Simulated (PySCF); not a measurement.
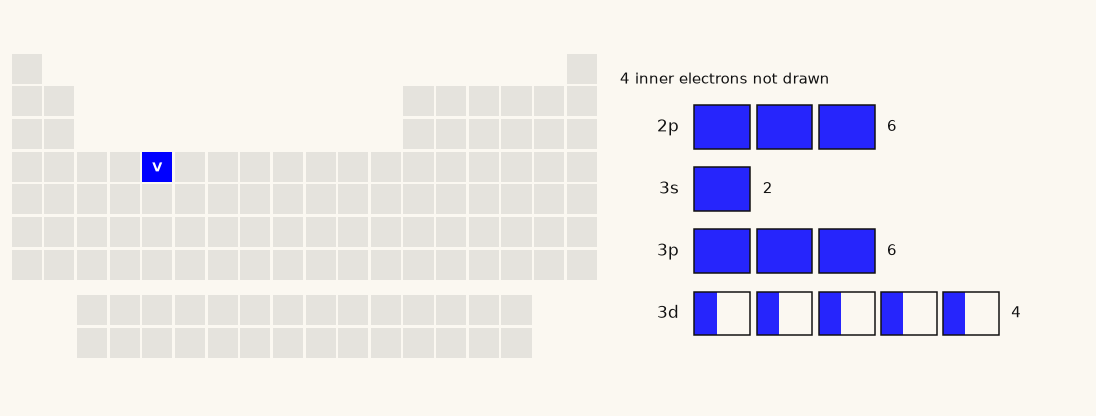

**Figure 1.** Left, the place of vanadium in the periodic table; right, the outer shells of the nominal configuration: a box for each of the 2l + 1 orbitals, shaded by the share of the shell that is filled, with the electron count at the right.

Atomic calculation, with input and output: V⁺

System: V⁺, configuration 1s2 2s2 2p6 3s2 3p6 3d4, multiplicity 5.
Method: unrestricted CAM-B3LYP, x2c-QZVPPall, spin-free X2C-1e, Gaussian nucleus (PySCF).

Input file:
```python
from pyscf import gto, scf, dft, mp, cc
import basis_set_exchange as bse
mol = gto.M(atom="V 0 0 0", charge=1, spin=4, symmetry="D2h",
            basis=gto.basis.parse(bse.get_basis("x2c-QZVPPall", elements=["V"], fmt="nwchem")),
            nucmod="G")
mf = dft.UKS(mol, xc="CAMB3LYP").sfx2c1e()
mf.irrep_nelec = {'Ag': (4, 3), 'B1g': (1, 0), 'B2g': (1, 0), 'B3g': (1, 0), 'B1u': (2, 2), 'B2u': (2, 2), 'B3u': (2, 2)}
mf.kernel()
```

The script is an equivalent of what the driver set up; the driver started from orbitals of its own, so the log can be shorter than this script's would be, and it computed the properties (radii, ⟨L²⟩, response) afterwards. It held the occupations shell by shell, which the script's counts by irreducible representation don't always enforce.

Hardware: 1 CPU thread, shared host.

The program's output (extracts):
```
damping factor = 0
level_shift factor = 0
DIIS = <class 'pyscf.scf.diis.CDIIS'>
diis_start_cycle = 1
diis_space = 10
diis_damp = 0
SCF conv_tol = 1e-09
SCF conv_tol_grad = None
number electrons alpha = 13  beta = 9
XC functionals = CAMB3LYP
    T. Yanai, D. P. Tew, and N. C. Handy.,  Chem. Phys. Lett. 393, 51 (2004)
cycle= 1 E= -949.004878574746  delta_E= -0.0121  |g|= 0.0245  |ddm|= 0.121
cycle= 2 E= -949.004950743376  delta_E= -7.22e-05  |g|= 0.0146  |ddm|= 0.0199
cycle= 3 E= -949.005007038597  delta_E= -5.63e-05  |g|= 0.00618  |ddm|= 0.0126
cycle= 4 E= -949.005025217761  delta_E= -1.82e-05  |g|= 0.00126  |ddm|= 0.00535
cycle= 5 E= -949.005041148625  delta_E= -1.59e-05  |g|= 0.00122  |ddm|= 0.00664
cycle= 6 E= -949.005049614195  delta_E= -8.47e-06  |g|= 0.00123  |ddm|= 0.00346
cycle= 7 E= -949.004775963514  delta_E= 0.000274  |g|= 0.00842  |ddm|= 0.142
cycle= 8 E= -949.004747427001  delta_E= 2.85e-05  |g|= 0.00981  |ddm|= 0.0199
cycle= 9 E= -949.004787861339  delta_E= -4.04e-05  |g|= 0.00963  |ddm|= 0.0372
cycle= 10 E= -949.004757693754  delta_E= 3.02e-05  |g|= 0.00672  |ddm|= 0.0457
[... 40 cycles left out ...]
SCF not converged.
SCF energy = -949.004686222609 after 50 cycles  <S^2> = 6.0004232  2S+1 = 5.0001693

damping factor = 0
level_shift factor = 0.3
DIIS = <class 'pyscf.scf.diis.CDIIS'>
diis_start_cycle = 1
diis_space = 10
diis_damp = 0
SCF conv_tol = 1e-09
SCF conv_tol_grad = None
number electrons alpha = 13  beta = 9
XC functionals = CAMB3LYP
    T. Yanai, D. P. Tew, and N. C. Handy.,  Chem. Phys. Lett. 393, 51 (2004)
[... 45 cycles left out ...]
cycle= 46 E= -949.004737686863  delta_E= 2.29e-06  |g|= 0.00356  |ddm|= 0.0385
cycle= 47 E= -949.004723115741  delta_E= 1.46e-05  |g|= 0.00339  |ddm|= 0.0239
cycle= 48 E= -949.004720914316  delta_E= 2.2e-06  |g|= 0.0108  |ddm|= 0.052
cycle= 49 E= -949.004673486985  delta_E= 4.74e-05  |g|= 0.0113  |ddm|= 0.0843
cycle= 50 E= -949.004688453728  delta_E= -1.5e-05  |g|= 0.00441  |ddm|= 0.024
cycle= 51 E= -949.004703254228  delta_E= -1.48e-05  |g|= 0.00625  |ddm|= 0.0365
cycle= 52 E= -949.004709895491  delta_E= -6.64e-06  |g|= 0.00661  |ddm|= 0.0193
cycle= 53 E= -949.004715338299  delta_E= -5.44e-06  |g|= 0.00173  |ddm|= 0.017
cycle= 54 E= -949.00470546925  delta_E= 9.87e-06  |g|= 0.00167  |ddm|= 0.019
cycle= 55 E= -949.004706139714  delta_E= -6.7e-07  |g|= 0.003
```

What the run reported:

```tsv
quantity	value
outcome	not converged
total energy	−949.004692 hartree
⟨S²⟩	6.000
⟨L²⟩	6.40
SCF iterations	170
CPU time	68 s (integrals apart)
```

Diagnosis:

The run did not meet its convergence test in 170 iterations, so its last values are not results.
